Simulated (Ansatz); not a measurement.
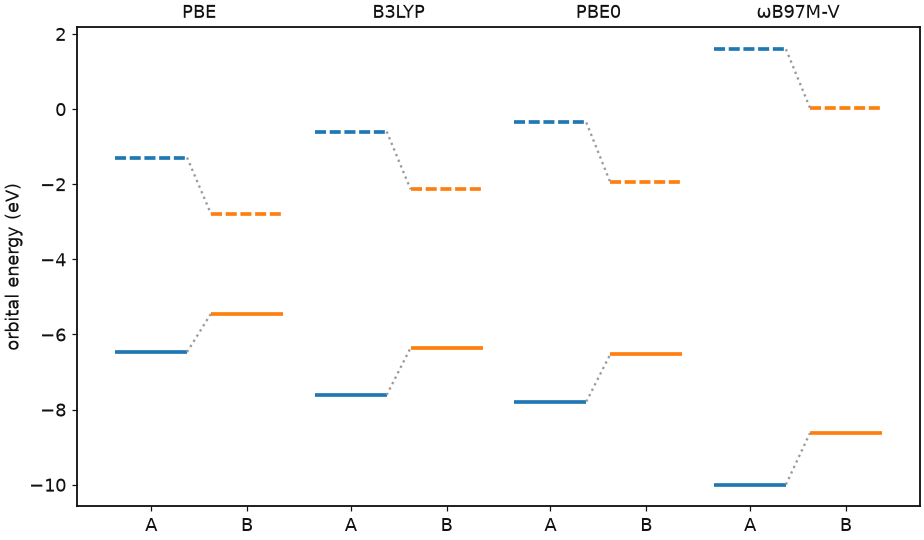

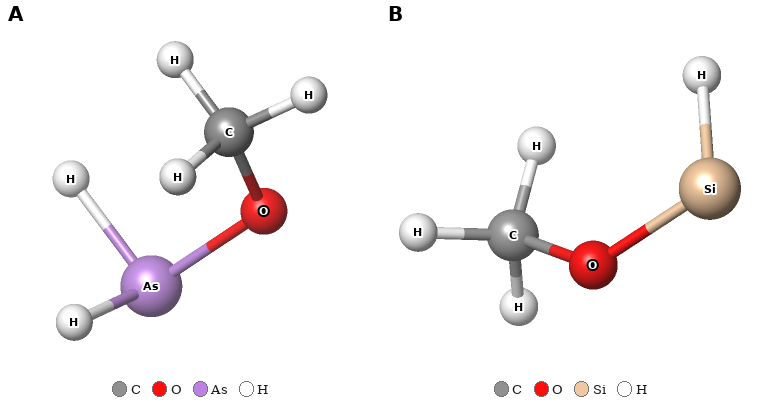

One change: A, CH₅AsO (SMILES CO[AsH2]), becomes B, CH₄OSi (SMILES CO[SiH]). AsH₂ on O is replaced by SiH. HOMO (solid) and LUMO (dashed) computed in def2-TZVPP at PBE0-D4/def2-TZVP geometries, both minima by their frequencies, gas phase, the Ansatz code 0.2.0. Empty levels above zero depend strongly on the basis.

### What does the change do to HOMO and LUMO?

PBE: the HOMO rises by 1.03 eV, the LUMO falls by 1.50 eV, and the separation goes from 5.18 to 2.65 eV. B3LYP: the HOMO rises by 1.26 eV, the LUMO falls by 1.54 eV, and the separation goes from 7.01 to 4.22 eV. PBE0: the HOMO rises by 1.26 eV, the LUMO falls by 1.59 eV, and the separation goes from 7.43 to 4.58 eV. ωB97M-V: the HOMO rises by 1.37 eV, the LUMO falls by 1.56 eV, and the separation goes from 11.59 to 8.66 eV.

### Do the functionals agree on the effect?

They agree on the direction for both levels; the HOMO shift lies between 1.03 and 1.37 eV and the LUMO shift between −1.59 and −1.50 eV, while the separations themselves differ by up to 6.4 eV between functionals.
